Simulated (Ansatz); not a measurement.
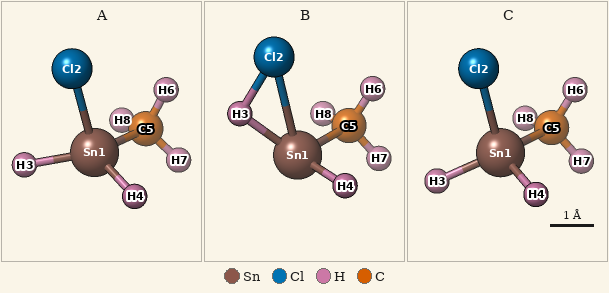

3 geometries from a converged minimum-energy path of CH$_{5}$ClSn, shuffled. Style: ball-and-stick. Shown from a free direction.

The calculation used RKS BHLYP-D4/def2-SVP (Ansatz 0.2.0). Set-up: 5 movable images; climbing image; force threshold 0.05 eV/Å; iteration limit 60; starting path through a guess of the saddle point.

Which frame is the top of the path?

Answer. B. In order along the path, whose images run from 0 to 6: C (image 1, +0.6 kJ/mol), A (image 2, +24.5 kJ/mol), B (image 4, +222.9 kJ/mol). A hydrogen atom shifts from one atom to another. Breaking: Sn1–H3 (1.70 → 1.81 at the top → 3.45 Å). Forming: Cl2–H3 (3.27 → 1.69 at the top → 1.28 Å).

The run took 3.6 min on 1 thread of Arm Neoverse V1 (shared host), peak memory 0.17 GiB.
